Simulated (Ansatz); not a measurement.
# Relaxing glassy Ba4.2Hf30.6O65.3 (216 atoms), part 2 of 3

Aim: bring glassy Ba4.2Hf30.6O65.3 (216 atoms) to a nearby minimum of the energy and see what moves.

Ansatz 0.2.0; Kohn-Sham DFT, RPBE, PAW (set soft_2), plane waves.

The cell: 9 Ba, 66 Hf and 141 O. The quench rate of 20 K/ps is orders of magnitude faster than experiment. The starting topology of bonds comes from the classical model. Sampling is at Γ alone, for a cell whose shortest periodic width is 15 Å. The levels lack spin–orbit coupling.

So far. Step 2 (Single point at the start): Neighbours are counted within 2.82 Å (O-Hf), 3.29 Å (O-Ba).

## Step 3: Relaxation

With the cell held, the atoms are moved downhill towards a nearby minimum.

The input, input.yaml:

```yaml
crystal:
  lattice:
    - [14.5266, 0.0, 0.0]
    - [0.0, 14.5266, 0.0]
    - [0.0, 0.0, 14.5266]
  atoms:
    [... the 216 atom lines of step 2 ...]
kpoints:
  mp_grid: { grid: [1, 1, 1] }
hamiltonian:
  xc: rpbe
scf:
  occupations: { method: gaussian, width: 0.05 }
output:
  forces: true
relax:
  f_tol: 0.05
  max_steps: 102
```

Started as:

```console
$ ansatz run input.yaml --threads 8 --pin off --max-ram 15872MiB --backend cpu --events-out ev --progress --plain --runs-dir out
```

Numbers of over 12 decimals in the logs are rounded to 6 here.

The program printed:

```text
[...]
Crystal: 216 atoms, lattice volume = 3065.434 Å³
Basis set: ecut = 420 eV, 60005 PW (Γ), exchange–correlation on 200×200×200 points (8 copies of the dense FFT grid, shifted against one another)
Bands: 1592, of which v1, the nominal top of the filled ones, is band 1326 counted from 1 (1325 counted from 0)
Symmetry: 1 space group operations
[...]
k-points: 1
[...]
SCF iter   1: F=—  HF=-1172662.940470 eV  |F-HF|=—  |Δ(HF+E_count)|=         —  Δρ=6.39e-3  dr2=1.49e0  ethr=1.77e-3  ⟨swp⟩=6.0  Hψ=5874  notcnv=0  defer=1
[...]
SCF iter   8: F=-1172662.736835 eV  HF=-1172662.736798 eV  |F-HF|=3.72e-5  |Δ(HF+E_count)|=   8.33e-5  Δρ=2.02e-5  dr2=1.83e-5  ethr=2.36e-9  ⟨swp⟩=3.0  Hψ=5608  notcnv=0
SCF 1 converged in 8 iterations: F = -1172662.736835 eV  dr2 = 1.83e-5
[...]
relax step   1: F+E_penalty+E_count = -1172662.73683502 eV  Δ(F+E_penalty+E_count) = +0.000e0 eV  max|allowed force component| = 2.389e0 eV/Å  Δτ_max = 0.0000 Å  (8 SCF iters, dr2 threshold 6.25e-5 eV, accepted)
[...]
relax step   2: F+E_penalty+E_count = -1172670.15986610 eV  Δ(F+E_penalty+E_count) = -7.423e0 eV  max|allowed force component| = 1.000e0 eV/Å  Δτ_max = 0.1950 Å  (9 SCF iters, dr2 threshold 1.00e-4 eV, accepted)
[...]
relax step   3: F+E_penalty+E_count = -1172673.41440469 eV  Δ(F+E_penalty+E_count) = -3.255e0 eV  max|allowed force component| = 4.395e-1 eV/Å  Δτ_max = 0.2000 Å  (9 SCF iters, dr2 threshold 6.25e-5 eV, accepted)
relax step   4: F+E_penalty+E_count = -1172674.28374651 eV  Δ(F+E_penalty+E_count) = -8.693e-1 eV  max|allowed force component| = 2.751e-1 eV/Å  Δτ_max = 0.2000 Å  (8 SCF iters, dr2 threshold 3.39e-5 eV, accepted)
relax step   5: F+E_penalty+E_count = -1172674.53707100 eV  Δ(F+E_penalty+E_count) = -2.533e-1 eV  max|allowed force component| = 3.454e-1 eV/Å  Δτ_max = 0.2000 Å  (9 SCF iters, dr2 threshold 1.46e-5 eV, accepted)
relax step   6: F+E_penalty+E_count = -1172674.75006941 eV  Δ(F+E_penalty+E_count) = -2.130e-1 eV  max|allowed force component| = 2.723e-1 eV/Å  Δτ_max = 0.2000 Å  (7 SCF iters, dr2 threshold 4.67e-5 eV, accepted)
relax step   7: F+E_penalty+E_count = -1172674.82817146 eV  Δ(F+E_penalty+E_count) = -7.810e-2 eV  max|allowed force component| = 8.019e-1 eV/Å  Δτ_max = 0.1999 Å  (7 SCF iters, dr2 threshold 4.61e-5 eV, accepted)
relax step   8: F+E_penalty+E_count = -1172675.16076380 eV  Δ(F+E_penalty+E_count) = -3.326e-1 eV  max|allowed force component| = 1.700e-1 eV/Å  Δτ_max = 0.2000 Å  (7 SCF iters, dr2 threshold 1.00e-4 eV, accepted)
relax step   9: F+E_penalty+E_count = -1172675.32155184 eV  Δ(F+E_penalty+E_count) = -1.608e-1 eV  max|allowed force component| = 2.154e-1 eV/Å  Δτ_max = 0.2000 Å  (11 SCF iters, accepted)
relax step  10: F+E_penalty+E_count = -1172675.49282731 eV  Δ(F+E_penalty+E_count) = -1.713e-1 eV  max|allowed force component| = 2.004e-1 eV/Å  Δτ_max = 0.1949 Å  (9 SCF iters, dr2 threshold 2.90e-6 eV, accepted)
relax step  11: F+E_penalty+E_count = -1172675.62912632 eV  Δ(F+E_penalty+E_count) = -1.363e-1 eV  max|allowed force component| = 1.944e-1 eV/Å  Δτ_max = 0.1919 Å  (7 SCF iters, dr2 threshold 3.48e-5 eV, accepted)
relax step  12: F+E_penalty+E_count = -1172675.83104572 eV  Δ(F+E_penalty+E_count) = -2.019e-1 eV  max|allowed force component| = 2.071e-1 eV/Å  Δτ_max = 0.2000 Å  (7 SCF iters, dr2 threshold 3.27e-5 eV, accepted)
relax step  13: F+E_penalty+E_count = -1172675.94261237 eV  Δ(F+E_penalty+E_count) = -1.116e-1 eV  max|allowed force component| = 2.510e-1 eV/Å  Δτ_max = 0.1960 Å  (7 SCF iters, dr2 threshold 4.04e-5 eV, accepted)
relax step  14: F+E_penalty+E_count = -1172675.92593958 eV  Δ(F+E_penalty+E_count) = +1.667e-2 eV  max|allowed force component| = 4.869e-1 eV/Å  Δτ_max = 0.2000 Å  (7 SCF iters, dr2 threshold 6.30e-5 eV, rejected (line search))
relax step  15: F+E_penalty+E_count = -1172676.03129359 eV  Δ(F+E_penalty+E_count) = -8.868e-2 eV  max|allowed force component| = 1.160e-1 eV/Å  Δτ_max = 0.1000 Å  (10 SCF iters, accepted)
relax step  16: F+E_penalty+E_count = -1172676.03147707 eV  Δ(F+E_penalty+E_count) = -1.835e-4 eV  max|allowed force component| = 1.585e-1 eV/Å  Δτ_max = 0.1000 Å  (8 SCF iters, dr2 threshold 2.87e-6 eV, accepted)
relax step  17: F+E_penalty+E_count = -1172676.04330516 eV  Δ(F+E_penalty+E_count) = -1.183e-2 eV  max|allowed force component| = 5.888e-2 eV/Å  Δτ_max = 0.0369 Å  (7 SCF iters, dr2 threshold 5.36e-6 eV, accepted)
relax step  18: F+E_penalty+E_count = -1172676.05259935 eV  Δ(F+E_penalty+E_count) = -9.294e-3 eV  max|allowed force component| = 8.399e-2 eV/Å  Δτ_max = 0.2000 Å  (10 SCF iters, accepted)
relax step  19: F+E_penalty+E_count = -1172676.05897612 eV  Δ(F+E_penalty+E_count) = -6.377e-3 eV  max|allowed force component| = 4.738e-2 eV/Å  Δτ_max = 0.0078 Å  (7 SCF iters, accepted)
relax step  20: F+E_penalty+E_count = -1172676.04484815 eV  Δ(F+E_penalty+E_count) = +1.413e-2 eV  max|allowed force component| = 2.153e-1 eV/Å  Δτ_max = 0.1808 Å  (10 SCF iters, rejected (line search))
relax step  21: F+E_penalty+E_count = -1172676.06257532 eV  Δ(F+E_penalty+E_count) = -3.599e-3 eV  max|allowed force component| = 4.505e-2 eV/Å  Δτ_max = 0.0366 Å  (10 SCF iters, accepted)
[...]
relax step  22: F+E_penalty+E_count = -1172676.06512832 eV  Δ(F+E_penalty+E_count) = -2.553e-3 eV  max|allowed force component| = 3.638e-2 eV/Å  Δτ_max = 0.0499 Å  (8 SCF iters, accepted)
SCF converged after 8 iterations
Free energy (F): -1172676.065128 eV
[...]
Internal energy: -1172676.065128 eV  (E = F + TS)
E sigma→0 (E₀):  -1172676.065128 eV
Fermi energy:    13.071924 eV
[...]
--- Forces (eV/Å), atoms counted from 1 ---
  atom   1  Ba     0.00232419     0.00677135    -0.00407549
  atom   2  Ba     0.00554979    -0.00588590     0.00308233
  atom   3  Ba    -0.00298191     0.00432033     0.00028806
  atom   4  Ba     0.00653378     0.01327015    -0.00184792
  atom   5  Ba     0.00367328     0.00372432     0.00945337
  atom   6  Ba     0.00229140    -0.00079092    -0.00224286
  atom   7  Ba     0.00455290    -0.00437385     0.00065712
  atom   8  Ba     0.00132036    -0.00837286    -0.00679435
  atom   9  Ba     0.00083235     0.00231518    -0.00306817
  atom  10  Hf     0.00504577     0.00710190     0.00823645
  atom  11  Hf    -0.00397234     0.00893315    -0.01051981
  atom  12  Hf     0.00170835     0.00581269     0.00774858
  atom  13  Hf     0.00323580     0.00512596     0.00125006
  atom  14  Hf    -0.01549558     0.00889485    -0.01001589
[...]
atom 215  O     -0.00578251     0.00046913    -0.00720464
  atom 216  O     -0.00340850     0.00377501     0.00164485
  max |Σ_I F_I| component: 1.16e-4 eV/Å
--- Relaxed structure (22 steps of the walk, 20 accepted, 0 SCFs on fresh bases) ---
  F+E_penalty+E_count = -1172676.06512832 eV   max|allowed force component| = 3.638e-2 eV/Å
  atoms:
    - { symbol: Ba, position: [0.156812, 0.265705, 0.174987] }
    - { symbol: Ba, position: [0.564874, 0.081536, 0.338910] }
    - { symbol: Ba, position: [0.177081, 0.793323, 0.213738] }
    - { symbol: Ba, position: [0.689452, 0.963753, 0.097732] }
[...]
- { symbol: O, position: [0.621283, 0.803138, 0.975774] }
```

The job ended after 50 min (8 threads of Arm Neoverse V1, shared host; peak memory 8.3 GiB; 6.5 h of CPU time).

The steps of the relaxation:

| step | energy less that of the first step (eV) | largest force component (eV/Å) |
| --- | --- | --- |
| 1 | 0.0000 | 2.3885 |
| 2 | -7.4230 | 1.0003 |
| 3 | -10.6776 | 0.4395 |
| 4 | -11.5469 | 0.2751 |
| 5 | -11.8002 | 0.3454 |
| 6 | -12.0132 | 0.2723 |
| 7 | -12.0913 | 0.8019 |
| 8 | -12.4239 | 0.1700 |
| 9 | -12.5847 | 0.2154 |
| 10 | -12.7560 | 0.2004 |
| 11 | -12.8923 | 0.1944 |
| 12 | -13.0942 | 0.2071 |
| 13 | -13.2058 | 0.2510 |
| 14 | -13.1891 | 0.4869 |
| 15 | -13.2945 | 0.1160 |
| 16 | -13.2946 | 0.1585 |
| 17 | -13.3065 | 0.0589 |
| 18 | -13.3158 | 0.0840 |
| 19 | -13.3221 | 0.0474 |
| 20 | -13.3080 | 0.2153 |
| 21 | -13.3257 | 0.0451 |
| 22 | -13.3283 | 0.0364 |

Relaxation steps 14, 20 were tried and not accepted.

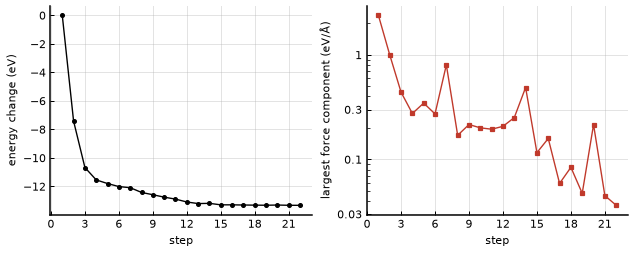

Energy and largest force along the relaxation.

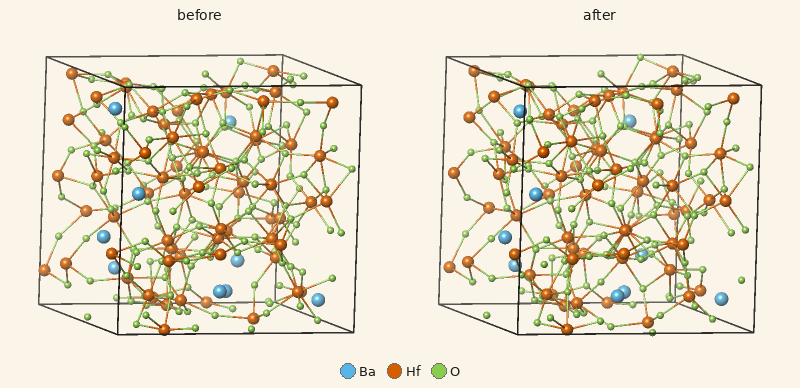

The structure before and after the relaxation, drawn at the same scale. Bonds to atoms that aren't drawn are left out.

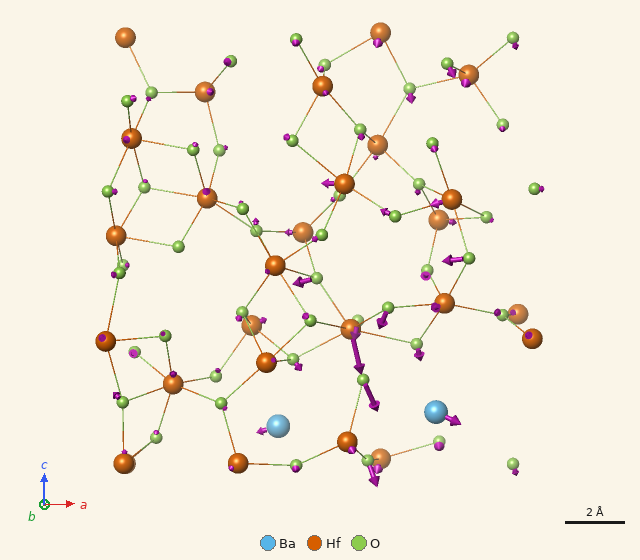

Displacements in the relaxation, exaggerated; the longest in the cell stands for 1.19 Å. Drawn is a slice 4 Å thick, seen along the normal of the ac plane. Bonds to atoms that aren't drawn are left out.

The atoms that moved most (Å):

| atom | dx | dy | dz | length |
| --- | --- | --- | --- | --- |
| Hf15 | 0.275 | 0.215 | -1.132 | 1.185 |
| O178 | 0.419 | 0.498 | -0.893 | 1.105 |
| O135 | -0.876 | 0.588 | 0.293 | 1.095 |
| O113 | -0.447 | 0.586 | 0.647 | 0.981 |
| O206 | 0.162 | 0.698 | 0.385 | 0.813 |
| Hf46 | -0.165 | -0.281 | -0.740 | 0.808 |
| O184 | -0.651 | 0.283 | 0.359 | 0.796 |
| O87 | 0.213 | -0.310 | -0.637 | 0.739 |

The relaxation changed the energy by -61.7 meV/atom, and atoms moved by 0.36 Å r.m.s., 1.2 Å at most.

## Step 4: Structure statistics after relaxation

Bonds before and after, by the cutoffs listed below:

| pair | bonds before | bonds after | mean before (Å) | mean after (Å) | spread before (Å) | spread after (Å) |
| --- | --- | --- | --- | --- | --- | --- |
| O-Hf | 404 | 397 | 2.157 | 2.142 | 0.122 | 0.114 |

Density 8.27 g/cm³, 14.19 Å³ an atom.

g(r), total and by pair (bins of 0.2 Å):

| r (Å) | total | O-O | O-Hf | O-Ba | Hf-Hf | Hf-Ba | Ba-Ba |
| --- | --- | --- | --- | --- | --- | --- | --- |
| 1.90 | 0.30 | 0.00 | 0.75 | 0.00 | 0.00 | 0.00 | 0.00 |
| 2.10 | 3.27 | 0.00 | 8.19 | 0.00 | 0.00 | 0.00 | 0.00 |
| 2.30 | 0.88 | 0.00 | 2.22 | 0.00 | 0.00 | 0.00 | 0.00 |
| 2.50 | 0.34 | 0.51 | 0.21 | 0.74 | 0.00 | 0.00 | 0.00 |
| 2.70 | 1.14 | 2.14 | 0.04 | 3.80 | 0.00 | 0.00 | 0.00 |
| 2.90 | 1.25 | 2.58 | 0.09 | 2.06 | 0.00 | 0.00 | 0.00 |
| 3.10 | 1.13 | 2.27 | 0.15 | 1.01 | 0.46 | 0.00 | 0.00 |
| 3.30 | 1.00 | 1.27 | 0.32 | 1.05 | 2.90 | 0.00 | 0.00 |
| 3.50 | 0.78 | 0.72 | 0.49 | 1.09 | 1.85 | 1.67 | 0.00 |
| 3.70 | 0.84 | 0.50 | 0.76 | 0.63 | 1.95 | 3.86 | 2.17 |
| 3.90 | 1.01 | 0.57 | 1.05 | 0.57 | 2.58 | 2.96 | 0.00 |
| 4.10 | 1.12 | 1.08 | 1.11 | 0.57 | 1.34 | 1.84 | 1.81 |
| 4.30 | 1.02 | 0.90 | 1.27 | 0.62 | 0.52 | 1.90 | 1.65 |
| 4.50 | 0.95 | 0.56 | 1.48 | 0.94 | 0.45 | 1.11 | 1.44 |
| 4.70 | 0.96 | 0.60 | 1.47 | 1.03 | 0.43 | 0.74 | 0.00 |
| 4.90 | 1.02 | 0.89 | 1.34 | 1.04 | 0.33 | 0.51 | 1.24 |
| 5.10 | 1.08 | 1.07 | 1.18 | 1.48 | 0.67 | 0.63 | 0.00 |
| 5.30 | 1.04 | 1.30 | 0.82 | 1.40 | 0.69 | 0.51 | 0.00 |
| 5.50 | 1.02 | 1.29 | 0.73 | 1.72 | 0.83 | 0.27 | 0.00 |
| 5.70 | 1.02 | 1.37 | 0.76 | 0.95 | 0.82 | 0.64 | 0.00 |
| 5.90 | 1.01 | 1.08 | 0.86 | 1.05 | 1.50 | 0.65 | 0.00 |
| 6.10 | 0.98 | 0.97 | 0.93 | 0.80 | 1.27 | 1.10 | 0.81 |
| 6.30 | 0.88 | 0.90 | 0.77 | 0.60 | 1.37 | 1.09 | 0.76 |
| 6.50 | 0.97 | 0.96 | 1.00 | 0.57 | 1.16 | 0.82 | 1.42 |
| 6.70 | 0.99 | 0.91 | 1.00 | 0.85 | 1.19 | 1.92 | 1.34 |
| 6.90 | 1.02 | 0.93 | 1.10 | 0.94 | 1.08 | 1.03 | 1.27 |
| 7.10 | 0.98 | 0.88 | 1.08 | 0.82 | 0.96 | 1.10 | 2.37 |

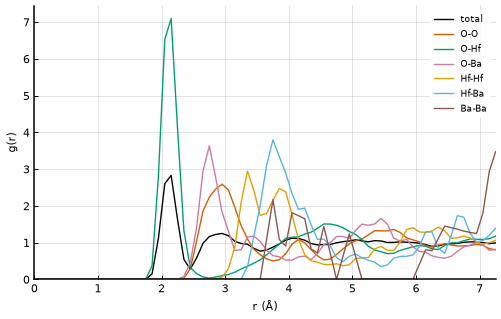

Pair distribution functions, lightly smoothed.

Bonds by pair of elements; cutoffs follow the first minimum of g(r), held within bounds set by covalent radii, and pairs that aren't listed don't count as bonded:

| pair A-B | cutoff (Å) | bonds | mean length (Å) | spread (Å) | shortest (Å) | B about A | A about B |
| --- | --- | --- | --- | --- | --- | --- | --- |
| O-Hf | 2.82 | 397 | 2.14 | 0.114 | 1.91 | 2.82 | 6.01 |
| O-Ba | 3.29 | 64 | 2.83 | 0.178 | 2.49 | 0.454 | 7.11 |

The cutoff for O-Ba falls short of the minimum of g(r), so counts run low and odd coordinations can be artefacts.

How many atoms have how many bonded neighbours:

| element | mean | 2 | 3 | 4 | 5 | 6 | 7 | 8 | 9 |
| --- | --- | --- | --- | --- | --- | --- | --- | --- | --- |
| Ba | 7.11 | 0 | 0 | 0 | 0 | 1 | 7 | 0 | 1 |
| Hf | 6.01 | 0 | 0 | 0 | 8 | 50 | 7 | 1 | 0 |
| O | 3.27 | 6 | 91 | 44 | 0 | 0 | 0 | 0 | 0 |

Bond angles (no mean is given where the spread exceeds 20°):

| angle | count | mean (°) | spread (°) |
| --- | --- | --- | --- |
| O-Hf-O | 1005 | - | - |
| Hf-O-Hf | 379 | 117 | 19.5 |
| Ba-O-Hf | 158 | 106 | 14.9 |
| Ba-O-Ba | 6 | 100 | 11.3 |

Bond length by coordination (bonds to H left out):

| element | coordination | atoms | mean bond length (Å) |
| --- | --- | --- | --- |
| Ba | 6 | 1 | 2.74 |
| Ba | 7 | 7 | 2.84 |
| Ba | 9 | 1 | 2.81 |
| Hf | 5 | 8 | 2.08 |
| Hf | 6 | 50 | 2.13 |
| Hf | 7 | 7 | 2.21 |
| Hf | 8 | 1 | 2.28 |
| O | 2 | 6 | 2.01 |
| O | 3 | 91 | 2.17 |
| O | 4 | 44 | 2.35 |

For some of the pairs, g(r) has its first main peak near 2.9 Å (O-O), 2.1 Å (O-Hf), 2.7 Å (O-Ba) and 3.7 Å (Hf-Ba).

(Continued in part 3 of 3.)

[Logs are printed without paths, hosts, clocks, repeated set-up lines and the standing remarks that a program may print on its own settings, such as how far it seeks lower states.]

[Hosts, paths, dates, database ids (printed as entryN), source tags and the programs' standing remarks are cut or masked in the printed files.]
